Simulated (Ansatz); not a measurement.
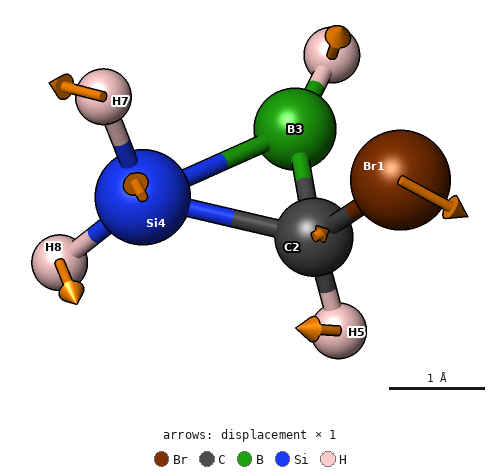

A relaxation of CH4BBrSi (coarse preliminary run). The starting structure is drawn; orange arrows show the displacements, at their true length. The two geometries are superimposed by the best rigid fit.

A ball-and-stick model, seen from a free direction.

The start comes from a force field.

Level of theory: RKS PBE-D4/def2-SVP in Ansatz 0.2.0. (force threshold 0.03 eV/Å; at most 200 steps)

Q: What happened in the run?

A: The Br atom moves most after the best rigid fit: 0.90 Å. Largest moves by element: Br 0.90 Å, H 0.82 Å, Si 0.55 Å, C 0.21 Å, B 0.02 Å. Some distances before and after: Br–Si 3.080 → 3.914 Å, C–Si 1.851 → 2.210 Å, B–Si 2.080 → 1.916 Å, H–Si 1.435 → 1.509 Å. Among the angles between lasting bonds that change: Br–C–Si 111.5° → 142.5°, Si–C–H 116.6° → 85.8°, C–Si–H 116.9° → 95.6°. Over 15 geometry steps the energy falls by 94.1 kJ/mol. Largest force component: 1.4 eV/Å at the start, 0.018 eV/Å at the end.
